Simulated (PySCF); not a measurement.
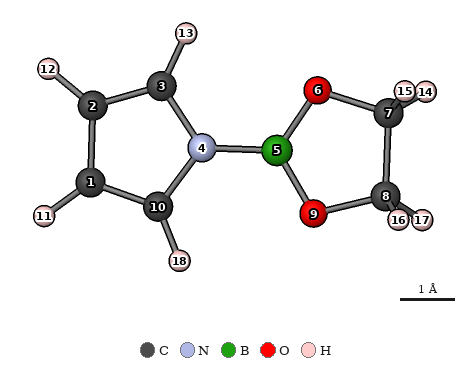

*The input geometry (ball-and-stick view, seen at a tilt; atoms are numbered from 1 in the order of the input).*

## NMR shielding calculation, with input and output: C6H8BNO2

System: C6H8BNO2, SMILES c1ccn(B2OCCO2)c1.
Method: GIAO CAM-B3LYP/pcSseg-1 NMR shielding, non-relativistic, gas phase (PySCF 2.14.0).

The geometry comes from this level: PBE0-D3(BJ)/def2-SVP. It belongs to a series of runs on one base structure; here: H on B replaced by N-pyrrolyl. Figures and captions count atoms from 1; the log counts them from 0 in places.

Log
```
coarse grid: 15800 points
cycle   1  E = -463.1137200323  dE =  2.234e+00  |g| = 8.650e-01  |ddm| = 3.863e+00
cycle   2  E = -463.0651434505  dE =  4.858e-02  |g| = 1.059e+00  |ddm| = 1.101e+00
cycle   3  E = -463.2543193026  dE = -1.892e-01  |g| = 6.562e-02  |ddm| = 5.834e-01
cycle   4  E = -463.2549478733  dE = -6.286e-04  |g| = 4.086e-02  |ddm| = 6.989e-02
cycle   5  E = -463.2552797906  dE = -3.319e-04  |g| = 1.020e-02  |ddm| = 3.266e-02
cycle   6  E = -463.2552990607  dE = -1.927e-05  |g| = 3.468e-03  |ddm| = 8.862e-03
cycle   7  E = -463.2553018337  dE = -2.773e-06  |g| = 4.913e-04  |ddm| = 3.202e-03
final grid: 154840 points
cycle   8  E = -463.3555054717  dE = -4.490e-05  |g| = 4.814e-03  |ddm| = 2.130e-02
cycle   9  E = -463.3555058386  dE = -3.669e-07  |g| = 4.937e-03  |ddm| = 6.631e-03
cycle  10  E = -463.3555108308  dE = -4.992e-06  |g| = 5.466e-04  |ddm| = 3.058e-03
cycle  11  E = -463.3555108756  dE = -4.479e-08  |g| = 2.538e-04  |ddm| = 4.326e-04
cycle  12  E = -463.3555108874  dE = -1.185e-08  |g| = 3.995e-05  |ddm| = 1.731e-04
cycle  13  E = -463.3555108877  dE = -3.270e-10  |g| = 2.046e-05  |ddm| = 5.260e-05
```

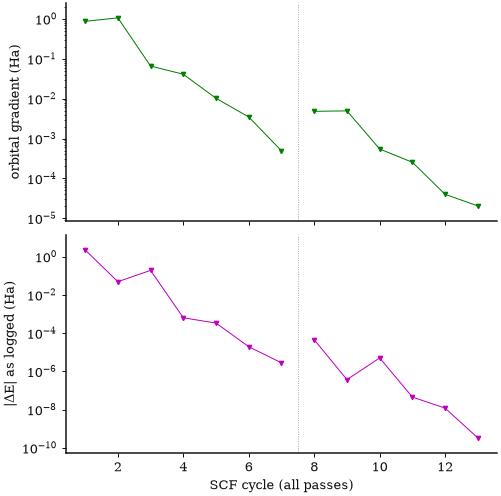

*Convergence of the self-consistent field: orbital gradient and size of the energy change against the SCF cycle. The dotted line marks the change from a coarse to the final integration grid.*

The first 7 cycles use a coarse grid, the final grid takes over at cycle 8, and the field converges after 13 cycles in all.

```
converged SCF energy = -463.3555108877

GIAO shielding tensors (ppm)
atom      isotropic    diamagn.    paramagn.     s11        s22        s33       span
  0 C       61.356     258.058    -196.702    -27.252     54.950    156.371    183.623
  1 C       61.344     258.013    -196.669    -27.228     54.926    156.334    183.562
  2 C       51.646     249.913    -198.266    -37.438     58.094    134.283    171.721
  3 N       78.371     325.377    -247.006     15.501     23.525    196.087    180.585
  4 B       74.281     200.154    -125.874     70.929     75.541     76.372      5.443
  5 O      240.209     398.560    -158.351    129.862    271.272    319.494    189.632
  6 C      113.636     243.732    -130.096     76.196    100.906    163.806     87.609
  7 C      113.713     243.891    -130.178     76.421    100.952    163.765     87.344
  8 O      239.975     398.556    -158.580    129.654    270.974    319.298    189.644
  9 C       51.538     249.741    -198.203    -37.541     57.997    134.158    171.700
 10 H       24.937      30.428      -5.492     22.513     25.244     27.052      4.539
 11 H       24.941      30.509      -5.568     22.518     25.249     27.055      4.537
 12 H       24.272      31.648      -7.375     20.021     24.912     27.884      7.863
 13 H       26.989      28.127      -1.138     22.884     25.532     32.551      9.667
 14 H       26.987      27.548      -0.561     22.972     25.525     32.463      9.491
 15 H       26.990      27.591      -0.601     22.884     25.534     32.550      9.666
 16 H       26.992      27.975      -0.983     22.980     25.523     32.473      9.493
 17 H       24.264      31.492      -7.229     19.996     24.895     27.900      7.904
```

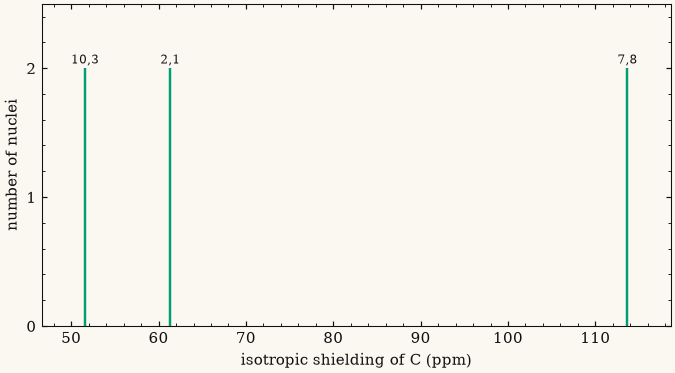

*Isotropic shieldings of the carbon nuclei in this fixed geometry, labelled by atom number; shielding grows to the right, so chemical shift grows to the left.*

The least shielded is C10 (51.5 ppm), the most shielded C8 (113.7 ppm).

This output came from the following input.

Input file
```
{"job": {"kind": "nmr", "xc": "CAM-B3LYP", "basis": "pcSseg-1", "pop": false}, "charge": 0, "multiplicity": 1}
C      2.797587    -1.234560     0.182106
C      2.997748     0.147174     0.492775
C      1.791448     0.777631     0.335417
N      0.853957    -0.157991    -0.060681
B     -0.534756     0.100365    -0.322481
O     -1.093780     1.337641    -0.207801
C     -2.471876     1.215927    -0.515844
C     -2.676554    -0.273944    -0.877118
O     -1.405292    -0.875544    -0.704798
C      1.477702    -1.388349    -0.152036
H      3.546685    -2.024154     0.203523
H      3.929509     0.619571     0.798246
H      1.504040     1.817779     0.469655
H     -3.070310     1.521884     0.357231
H     -2.722326     1.889198    -1.350768
H     -3.008437    -0.411778    -1.918633
H     -3.408814    -0.769553    -0.220178
H      0.912447    -2.267945    -0.451127
```

The first line tells a small driver script what to run in PySCF; the rest is the geometry in Å.

Run as:
```bash
OMP_NUM_THREADS=1 python <driver script> task.json out
```

Results in brief

```json
{"quantity": "outcome", "value": "converged"}
{"quantity": "total energy", "value": "−463.355511 hartree"}
{"quantity": "HOMO", "value": "−7.36 eV"}
{"quantity": "LUMO", "value": "1.45 eV"}
{"quantity": "dipole moment", "value": "3.44 D"}
{"quantity": "isotropic shielding, C", "value": "51.5 to 113.7 ppm"}
{"quantity": "isotropic shielding, N", "value": "78.4 ppm"}
{"quantity": "isotropic shielding, B", "value": "74.3 ppm"}
{"quantity": "isotropic shielding, O", "value": "240.0 to 240.2 ppm"}
{"quantity": "isotropic shielding, H", "value": "24.3 to 27.0 ppm"}
{"quantity": "hardware", "value": "1 CPU thread, shared host"}
{"quantity": "wall time", "value": "46 s"}
{"quantity": "peak memory", "value": "1.2 GiB"}
```
